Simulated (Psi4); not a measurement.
# Single-point calculation, with input and output: SnH3Cl (charge −1) (part 2 of 2)

SnH3Cl, charge −1, multiplicity 2; B2PLYP/def2-QZVPP, UKS, core potentials def2 (Psi4 1.11). The geometry is that of the parent species in another charge or spin state. The geometry comes from this level: PBE0-D4/def2-TZVP.

Geometry of the input (Å):
```
Cl -1.8394  0.3324  1.0299
Sn 0.1689  -0.0445  -0.0975
H  -0.1205  0.3629  -1.7224
H  0.5227  -1.6942  0.1111
H  1.3182  0.9699  0.6374
```

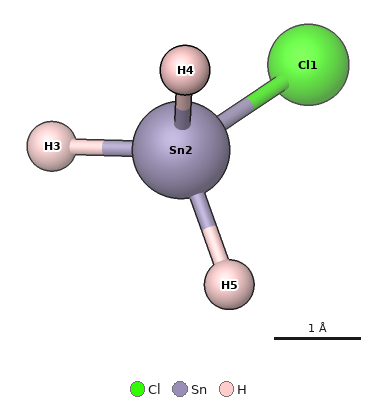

*The structure (ball-and-stick view, seen at a tilt; atoms are numbered from 1 in the order of the input). Sticks mark near contacts.*

Output, continued
```
     203A      8.272417   204A      8.332591   205A      8.342414
     206A      8.342427   207A      8.456772   208A      8.456804
     209A      8.715645   210A      8.715663   211A      8.729809
     212A      8.775013   213A      8.776613   214A      8.776634
     215A      8.851681   216A      8.858893   217A      9.189585
     218A      9.189602   219A      9.253533   220A      9.785035
     221A      9.785049   222A      9.841793   223A      9.841805
     224A      9.863941   225A     10.005176   226A     10.288853
     227A     11.116932   228A     11.116932   229A     11.213450
     230A     11.213451   231A     11.372269   232A     13.011431
     233A     29.302635   234A     35.168264   235A     35.191179
     236A     35.191216   237A     42.551936   238A     42.551936
     239A     42.607901   240A     72.869185   241A     99.182148
     242A    527.522457

    Beta Occupied:

       1A   -102.700443     2A     -9.707389     3A     -7.344085
       4A     -7.343008     5A     -7.343008     6A     -5.245542
       7A     -3.524796     8A     -3.522387     9A     -3.522386
      10A     -0.981369    11A     -0.977286    12A     -0.977285
      13A     -0.972243    14A     -0.972242    15A     -0.723510
      16A     -0.407331    17A     -0.234182    18A     -0.234177
      19A     -0.227460    20A     -0.184299    21A     -0.184297

    Beta Virtual:

      22A      0.167428    23A      0.184246    24A      0.184247
      25A      0.196649    26A      0.240284    27A      0.240289
      28A      0.250228    29A      0.274112    30A      0.329197
      31A      0.329199    32A      0.329742    33A      0.363215
      34A      0.363216    35A      0.422903    36A      0.424104
      37A      0.424105    38A      0.457050    39A      0.464202
      40A      0.464207    41A      0.560580    42A      0.573588
      43A      0.573590    44A      0.607691    45A      0.607694
      46A      0.618427    47A      0.666618    48A      0.666623
      49A      0.694824    50A      0.742077    51A      0.742079
      52A      0.762021    53A      0.789848    54A      0.789849
      55A      0.793347    56A      0.840293    57A      0.850102
      58A      0.850105    59A      0.934614    60A      0.968988
      61A      0.968991    62A      0.996845    63A      1.040453
      64A      1.041163    65A      1.041172    66A      1.074582
      67A      1.074586    68A      1.093060    69A      1.244186
      70A      1.328930    71A      1.328935    72A      1.387829
      73A      1.387831    74A      1.404398    75A      1.404404
      76A      1.410020    77A      1.441794    78A      1.441797
      79A      1.456117    80A      1.491259    81A      1.491261
      82A      1.507728    83A      1.507733    84A      1.511655
      85A      1.548344    86A      1.573054    87A      1.586817
      88A      1.586819    89A      1.628757    90A      1.647692
      91A      1.647795    92A      1.647800    93A      1.745620
      94A      1.827920    95A      1.827926    96A      1.873895
      97A      1.876969    98A      1.876981    99A      1.922553
     100A      1.978145   101A      1.978157   102A      2.021665
     103A      2.021666   104A      2.029442   105A      2.067210
     106A      2.067216   107A      2.199634   108A      2.199638
     109A      2.207078   110A      2.281398   111A      2.345631
     112A      2.378188   113A      2.396714   114A      2.396723
     115A      2.416690   116A      2.416697   117A      2.498656
     118A      2.556771   119A      2.556795   120A      2.603221
     121A      2.659434   122A      2.729615   123A      2.729624
     124A      2.828208   125A      2.845075   126A      2.845081
     127A      2.913595   128A      2.934208   129A      2.944166
     130A      2.965435   131A      2.965444   132A      2.993927
     133A      2.993943   134A      3.066401   135A      3.066421
     136A      3.127213   137A      3.443414   138A      3.443442
     139A      3.475106   140A      3.520993   141A      3.521000
     142A      3.537187   143A      3.581577   144A      3.581579
     145A      3.667026   146A      3.667037   147A      3.757218
     148A      3.757221   149A      3.846403   150A      3.884870
     151A      3.932115   152A      3.932117   153A      3.938552
     154A      3.945222   155A      3.981626   156A      4.005780
     157A      4.005781   158A      4.157020   159A      4.157028
     160A      4.273410   161A      4.273412   162A      4.283963
     163A      4.304428   164A      4.374437   165A      4.407082
     166A      4.407090   167A      4.627240   168A      4.768954
     169A      4.768956   170A      5.315002   171A      5.895580
     172A      5.895640   173A      6.028887   174A      6.069171
     175A      6.093791   176A      6.093795   177A      6.100196
     178A      6.100202   179A      6.163491   180A      6.200041
     181A      6.200046   182A      6.239694   183A      6.260651
     184A      6.288607   185A      6.288618   186A      6.449331
     187A      6.464563   188A      6.464569   189A      6.504336
     190A      6.504345   191A      6.606275   192A      6.606285
     193A      6.662400   194A      6.685939   195A      7.978002
     196A      7.978007   197A      7.984733   198A      7.994235
     199A      8.057458   200A      8.057476   201A      8.263374
     202A      8.270768   203A      8.270776   204A      8.331033
     205A      8.340665   206A      8.340678   207A      8.454727
     208A      8.454759   209A      8.713628   210A      8.713647
     211A      8.728708   212A      8.773803   213A      8.775273
     214A      8.775294   215A      8.849904   216A      8.860703
     217A      9.187875   218A      9.187891   219A      9.251793
     220A      9.786119   221A      9.786133   222A      9.843105
     223A      9.843116   224A      9.865315   225A     10.005983
     226A     10.289804   227A     11.117917   228A     11.117917
     229A     11.215520   230A     11.215521   231A     11.374795
     232A     13.013502   233A     29.304371   234A     35.168821
     235A     35.191679   236A     35.191716   237A     42.552655
     238A     42.552656   239A     42.610727   240A     72.867264
     241A     99.183589   242A    527.523546

    Final Occupation by Irrep:
              A
    DOCC [    21 ]
    SOCC [     1 ]
    NA   [    22 ]
    NB   [    21 ]

  @DF-UKS Final Energy:  -675.80739341543665

   => Energetics <=

    Nuclear Repulsion Energy =            114.2264969449516343
    One-Electron Energy =               -1249.2413733526552733
    Two-Electron Energy =                 481.9842124128562659
    DFT Exchange-Correlation Energy =     -22.7767294205892945
    Empirical Dispersion Energy =           0.0000000000000000
    VV10 Nonlocal Energy =                  0.0000000000000000
    Total Energy =                       -675.8073934154366498

  UHF NO Occupations:
  HONO-2 :   20  A 1.9998750
  HONO-1 :   21  A 1.9991106
  HONO-0 :   22  A 1.0000000
  LUNO+0 :   23  A 0.0008894
  LUNO+1 :   24  A 0.0001250
  LUNO+2 :   25  A 0.0001249
  LUNO+3 :   26  A 0.0000919

Computation Completed

Properties will be evaluated at   0.000000,   0.000000,   0.000000 [a0]

Properties computed using the SCF density matrix

 Multipole Moments:

 ------------------------------------------------------------------------------------
     Multipole            Electronic (a.u.)      Nuclear  (a.u.)        Total (a.u.)
 ------------------------------------------------------------------------------------

 L = 1.  Multiply by 2.5417464519 to convert [e a0] to [Debye]
 Dipole X            :         26.9844297          -27.5373017           -0.5528720
 Dipole Y            :         -5.0639515            5.1677867            0.1038352
 Dipole Z            :        -15.1481455           15.4585340            0.3103885
 Magnitude           :                                                    0.6424875

 ------------------------------------------------------------------------------------

	total time  =         74 seconds =       1.23 minutes

   => Loading Basis Set <=

    Name: (DEF2-QZVPP AUX)
    Role: RIFIT
    Keyword: DF_BASIS_MP2

	 --------------------------------------------------------
	                          DF-MP2
	      2nd-Order Density-Fitted Moller-Plesset Theory
	              UMP2 Wavefunction,   1 Threads

	 --------------------------------------------------------

	 --------------------------------------------------------
	                 NBF =   242, NAUX =   611
	 --------------------------------------------------------
	   CLASS    FOCC     OCC    AOCC    AVIR     VIR    FVIR
	   ALPHA       9      22      13     220     220       0
	    BETA       9      21      12     221     221       0
	 --------------------------------------------------------

	-----------------------------------------------------------
	 ==================> DF-MP2 Energies <====================
	-----------------------------------------------------------
	 Reference Energy          =    -675.8073934154366498 [Eh]
	 Singles Energy            =      -0.0000000000000000 [Eh]
	 Same-Spin Energy          =      -0.2910207175639085 [Eh]
	 Opposite-Spin Energy      =      -0.6344972339705982 [Eh]
	 Correlation Energy        =      -0.9255179515345067 [Eh]
	 Total Energy              =    -676.7329113669711660 [Eh]
	-----------------------------------------------------------
	 ================> DF-SCS-MP2 Energies <==================
	-----------------------------------------------------------
	 SCS Same-Spin Scale       =       0.3333333333333333 [-]
	 SCS Opposite-Spin Scale   =       1.2000000000000000 [-]
	 SCS Same-Spin Energy      =      -0.0970069058546361 [Eh]
	 SCS Opposite-Spin Energy  =      -0.7613966807647178 [Eh]
	 SCS Correlation Energy    =      -0.8584035866193539 [Eh]
	 SCS Total Energy          =    -676.6657970020560242 [Eh]
	-----------------------------------------------------------

    B2PLYP Energy Summary
    ---------------------
    DFT Reference Energy                  =  -675.8073934154366498
    Scaled MP2 Correlation                =    -0.2498898469143168
    @Final double-hybrid DFT total energy =  -676.0572832623510067

	total time  =          2 seconds =       0.03 minutes

    Psi4 run time: 0:01:16.47
```

Key numbers

| quantity | value |
| --- | --- |
| outcome | converged |
| total energy | −676.057283 hartree |
| SCF energy | −675.807393 hartree |
| basis functions | 242 |
| ⟨S²⟩ | 0.753 |
| wall time | 79 s |
| peak memory | 1.2 GiB |

The record of the run, not the program, notes: unbound anion.
